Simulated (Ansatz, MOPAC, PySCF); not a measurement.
C2H4 (SMILES C=C) and CH2O2 (SMILES O=CO) are pulled apart as rigid monomers along the line of their centres of mass, from the B3LYP-D3(BJ)/def2-TZVP minimum. Starting geometry (charge 0, multiplicity 1):
```xyz
11

C     -0.58151    -0.24368    -0.01599
C      0.61768     0.32000     0.07119
H     -0.80659    -1.16663     0.50484
H     -1.37330     0.19040    -0.61471
H      0.85552     1.23808    -0.45262
H      1.40551    -0.12684     0.66567
O      0.35661    -1.18326     3.27234
C     -0.13780    -0.20798     3.76701
O     -0.59115     0.85925     3.10076
H     -0.28360    -0.06429     4.84604
H     -0.45206     0.71100     2.14236
```

Interaction energies with rigid monomers; basis-set methods are counterpoise corrected unless marked otherwise.

Rows in 6-31G* carry no dispersion term and start afresh at each structure (6-31G* with six Cartesian d functions). MP2/6-31G* freezes PySCF's default core. The state that PM3 reach isn't checked.

Codes used: Ansatz (Gaussian basis) for Hartree–Fock, density functionals and correlated methods; MOPAC for PM3 (differences of heats of formation); PySCF for 6-31G* rows, the dispersion terms. Each number belongs to the level named beside it.

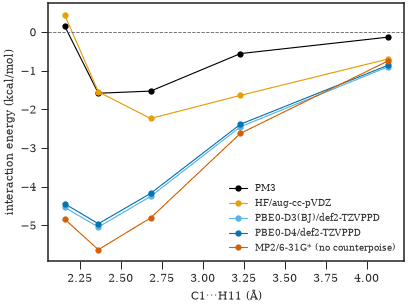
Fig. 1. Interaction energy against separation

**Question.** Which level binds most strongly at C1···H11 = 2.36, and by how much?

**Answer.** MP2/6-31G* (no counterpoise), -5.6 kcal/mol.

Ansatz is a quantum-chemistry and plane-wave program.
